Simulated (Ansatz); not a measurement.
# AlHCl2 (SMILES [H][Al]([Cl])[Cl]): levels of theory compared

Wanted: a comparison of 6 runs (HF/STO-3G, B2PLYP/STO-3G, PBE/STO-3G, SVWN5/STO-3G, r2SCAN0/STO-3G, CCSDT/STO-3G) of AlHCl2. 

The results are computed with Ansatz 0.2.0.

59 further runs of the same task are left out: 4 that didn't finish, 55 set aside as unsound or not needed.

## Step 1: The structure to begin with

The species is AlHCl2 (4 atoms), meant as a singlet with charge 0. SMILES: `[H][Al]([Cl])[Cl]`. The Cl2–Al1 distance was set to 4.044 Å, away from the relaxed value. At this shape a bond of the SMILES string is far longer than usual.

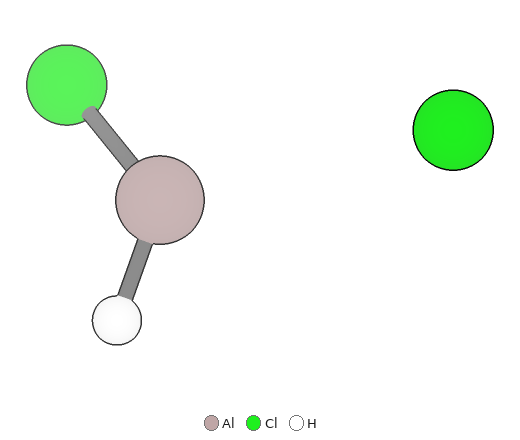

The structure, seen from a chosen angle (aluminium light grey, chlorine green, hydrogen white).

## Step 2: A single-point energy at HF/STO-3G (run 1)

Contents of in.yaml:

```yaml
crystal:
  periodic: [false, false, false]
  atoms:
    - symbol: Al
      position_ang: [-2.067301, 0.021278, -0.015120]
    - symbol: Cl
      position_ang: [1.971850, -0.182600, 0.014280]
    - symbol: Cl
      position_ang: [-3.115231, 1.751828, -0.030530]
    - symbol: H
      position_ang: [-2.847961, -1.284692, -0.012720]
basis:
  gaussian:
    orbitals: STO-3G
accuracy: high
hamiltonian:
  xc: hf
```

On the command line:

```
$ ansatz run in.yaml --threads 1 --pin off --max-ram 2610MiB --events-out events.jsonl --progress --plain --runs-dir runs
```

The log of the run:

```text
Warning: RAYON_NUM_THREADS=1 ignored (pool sized by the plan → 1); use --threads N
Functional definition: HF
  name "HF"
  exchange = exact_x
  correlation = 0
460 factors; integrals over basis functions are off by at most 2.3e-8 eV
mean field evaluation 1: about -31254.4893 eV, gradient 1.8e1 eV
mean field evaluation 2: about -31254.4947 eV, gradient 1.8e1 eV
mean field evaluation 4: about -31256.7853 eV, gradient 1.2e0 eV
mean field evaluation 8: about -31256.7992 eV, gradient 1.9e-2 eV
mean field evaluation 16: about -31256.5562 eV, gradient 1.9e0 eV
mean field evaluation 32: about -31256.6798 eV, gradient 2.9e0 eV
mean field -31256.79921282 eV, -1148.6661844515 hartree, gradient 7.0e-8 eV, S^2 0.000000; 0 other end points of the search recorded, 0 dependent functions left out
reference -31256.79921282 eV, -1148.6661844515 hartree; 24, 24 occupied and 4, 4 virtual orbitals, 460 factors
Total energy: -31256.79921282 eV, -1148.6661844515 hartree
```

Run time: 0.22 s. Hardware: 1 thread of Arm Neoverse V1, shared host.

## Step 3: A single-point energy at B2PLYP/STO-3G (run 2)

Contents of input.yaml:

```yaml
crystal:
  periodic: [false, false, false]
  atoms:
    - {symbol: Al, position_ang: [-2.067301, 0.021278, -0.015120]}
    - {symbol: Cl, position_ang: [1.971850, -0.182600, 0.014280]}
    - {symbol: Cl, position_ang: [-3.115231, 1.751828, -0.030530]}
    - {symbol: H, position_ang: [-2.847961, -1.284692, -0.012720]}
basis:
  gaussian: {orbitals: STO-3G}
hamiltonian: {xc: {name: B2PLYP}}
correlation: {frozen_orbitals: {Al: 5, Cl: 5, H: 0}}
accuracy: high
```

On the command line:

```
$ ansatz run input.yaml --threads 1 --pin off --max-ram 2610MiB --events-out events.jsonl --progress --plain --runs-dir runs
```

The log of the run (excerpt; [...] marks lines left out):

```text
Warning: RAYON_NUM_THREADS=1 ignored (pool sized by the plan → 1); use --threads N
Functional definition: B2PLYP
  name "B2PLYP"
[...]
460 factors; integrals over basis functions are off by at most 2.3e-8 eV
[...]
mean field -31291.30296635 eV, -1149.9341740064 hartree, gradient 8.7e-9 eV, S^2 0.000000; 4 other end points of the search recorded, 0 dependent functions left out; unrestricted orbitals would lower it
15 core orbitals not correlated: weight in the atoms' cores, before any rotation towards them, 1.000 or more for the frozen orbitals, at most 0.000 for the correlated occupied ones
reference -31291.30298747 eV, -1149.9341747824 hartree; 9, 9 occupied and 4, 4 virtual orbitals, 460 factors
second order -3.46908578 eV of doubles, -0.00000000 eV of singles
Total energy: -31292.23964063 eV, -1149.9685961512 hartree
```

It took 2.9 s on 1 thread of Arm Neoverse V1, shared host; peak memory 0.11 GiB.

Run 3 isn't shown in full; the table further down has it.

## Step 4: The energy at SVWN5/STO-3G (run 4)

Contents of run.yaml:

```yaml
crystal:
  periodic: [false, false, false]
  atoms:
    - {symbol: Al, position_ang: [-2.067301, 0.021278, -0.015120]}
    - {symbol: Cl, position_ang: [1.971850, -0.182600, 0.014280]}
    - {symbol: Cl, position_ang: [-3.115231, 1.751828, -0.030530]}
    - {symbol: H, position_ang: [-2.847961, -1.284692, -0.012720]}
basis:
  gaussian:
    orbitals: STO-3G
hamiltonian:
  xc: {name: SVWN5}
accuracy: high
total_charge: 0
```

On the command line:

```
$ ansatz run run.yaml --threads 1 --pin off --max-ram 2610MiB --events-out events.jsonl --progress --plain --runs-dir runs
```

The log of the run:

```text
Warning: RAYON_NUM_THREADS=1 ignored (pool sized by the plan → 1); use --threads N
Functional definition: SVWN5
  name "SVWN5"
  exchange = slater_x
  correlation = vwn5_c
460 factors; integrals over basis functions are off by at most 2.3e-8 eV
mean field evaluation 1: about -31185.5614 eV, gradient 2.9e1 eV
mean field evaluation 2: about -30917.2955 eV, gradient 5.6e1 eV
mean field evaluation 4: about -31183.6132 eV, gradient 2.9e1 eV
mean field evaluation 8: about -31173.8589 eV, gradient 1.0e1 eV
mean field evaluation 16: about -31192.0249 eV, gradient 2.6e-4 eV
mean field evaluation 32: about -31191.1161 eV, gradient 1.1e1 eV
mean field -31192.02493115 eV, -1146.2857735059 hartree, gradient 4.7e-9 eV, S^2 0.000000; 2 other end points of the search recorded, 0 dependent functions left out
reference -31192.02493313 eV, -1146.2857735786 hartree; 24, 24 occupied and 4, 4 virtual orbitals, 460 factors
Total energy: -31192.02493313 eV, -1146.2857735786 hartree
```

It took 1.2 s on 1 thread of Arm Neoverse V1, shared host; peak memory 0.1 GiB.

Run 5 isn't shown in full; the table further down has it.

## Step 5: A single-point energy at CCSDT/STO-3G (run 6)

Contents of run.yaml:

```yaml
crystal:
  periodic: [false, false, false]
  atoms:
    - symbol: Al
      position_ang: [-2.067301, 0.021278, -0.015120]
    - symbol: Cl
      position_ang: [1.971850, -0.182600, 0.014280]
    - symbol: Cl
      position_ang: [-3.115231, 1.751828, -0.030530]
    - symbol: H
      position_ang: [-2.847961, -1.284692, -0.012720]
basis:
  gaussian:
    orbitals: STO-3G
total_charge: 0
correlation:
  method: ccsdt
  frozen_orbitals: {Al: 5, Cl: 5, H: 0}
accuracy: high
scf:
  omitted_lower_state_checks: [cluster_reference, increment]
```

On the command line:

```
$ ansatz run run.yaml --threads 1 --pin off --max-ram 2610MiB --events-out events.jsonl --progress --plain --runs-dir runs
```

The log of the run:

```text
Warning: RAYON_NUM_THREADS=1 ignored (pool sized by the plan → 1); use --threads N
[... 12 lines left out ...]
15 core orbitals not correlated: weight in the atoms' cores, before any rotation towards them, 0.999 or more for the frozen orbitals, at most 0.000 for the correlated occupied ones
[... 107 lines left out ...]
WARN: these amplitudes may be one of several solutions (largest doubles amplitude 1.16, level shift 8.00 eV)
Total energy: -31259.70739504 eV, -1148.7730581768 hartree
Checks for a lower state left out: cluster_reference, increment
```

Run time: 0.91 s. Hardware: 1 thread of Arm Neoverse V1, shared host.

## Step 6: The series

```
run           level  frozen core orbitals   energy (Eh)  wall time
  1       HF/STO-3G                     –  -1148.666184     0.22 s
  2   B2PLYP/STO-3G                    15  -1149.968596      2.9 s
  3      PBE/STO-3G                     –  -1149.878402      1.8 s
  4    SVWN5/STO-3G                     –  -1146.285774      1.2 s
  5  r2SCAN0/STO-3G                     –  -1150.406764      4.8 s
  6    CCSDT/STO-3G                    15  -1148.773058     0.91 s
```

## Step 7: Summary of results

```
                                           quantity           value
                                run 6: total energy  -1148.77306 Eh
run 6: correlation energy (15 core orbitals frozen)      -106.9 mEh
                               run 6: T1 diagnostic           0.159
```

In words: Totals of different functionals can't be ranked against each other. In runs 2, 6 the log says that unrestricted orbitals would lower the reference, so the values rest on an unstable closed-shell determinant (other closed-shell runs at this shape may share the fault). In runs 1, 2, 3, 4, 5, 6 the basis is minimal, so the values are rough. All runs together took 12 s, the longest 4.8 s.
